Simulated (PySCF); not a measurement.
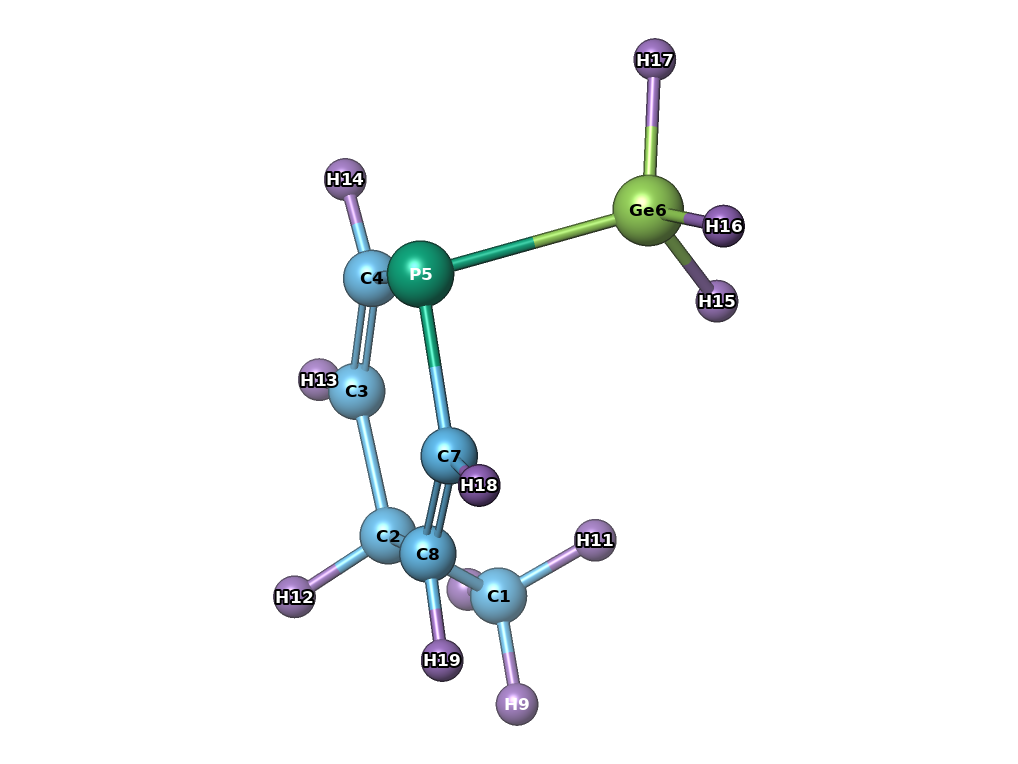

C2 lies behind C8. The molecule seen a little off the C8–C2 bond, C8 in front. Distant atoms are faded towards the background colour. Computed geometry: PBE0-D3(BJ)/def2-SVP optimisation. No frequency run is at hand to confirm it as a minimum.

What is the torsion angle C7–C8–C2–C1? The sign is positive where the front bond must turn clockwise to cover the back bond.

Answer. 119°, anticlinal.
